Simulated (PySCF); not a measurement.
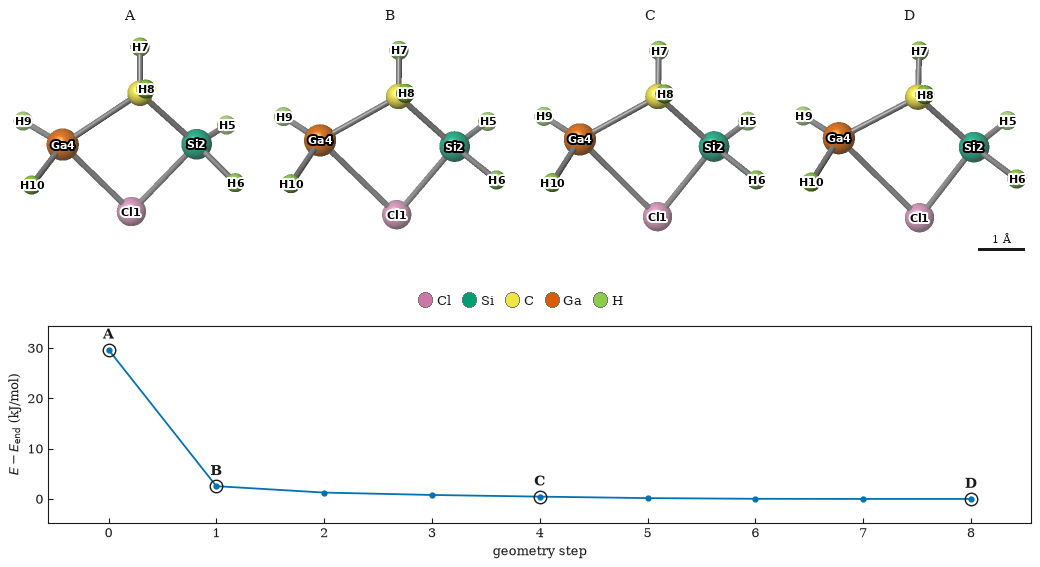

Frames of a relaxation of CH$_{6}$ClGaSi, marked on the history of the run. The picture is a ball-and-stick view, seen at a tilt.

The start comes from GFN2-xTB. Its atoms were then displaced at random by about 0.01 Å.

Method: PBE0-D3(BJ)/def2-SVP geometry optimisation, gas phase in PySCF 2.14.0, density-fitted response routines. 

**Describe the path.**

The largest move after the best rigid fit is that of the Cl atom, 0.24 Å. By element the largest moves are Cl 0.24 Å, Ga 0.18 Å, H 0.13 Å, C 0.11 Å, Si 0.09 Å. Among the contacts that change: Cl–Ga 2.367 → 2.777 Å, C–Ga 2.118 → 2.011 Å, Cl–Si 2.213 → 2.140 Å, Ga–H 1.528 → 1.568 Å. Bond angles that change, for instance: Si–C–Ga 95.9° → 102.6°, Cl–Ga–C 86.3° → 79.9°, Si–Cl–Ga 80.6° → 74.2°. The energy falls by 29.7 kJ/mol in 8 geometry steps. From step 0 to 1: the Cl atom moves most (0.15 Å), energy −27.1 kJ/mol. From step 1 to 4: the Cl atom moves most (0.05 Å), energy −2.08 kJ/mol. From step 4 to 8: the Cl atom moves most (0.05 Å), energy −0.46 kJ/mol.
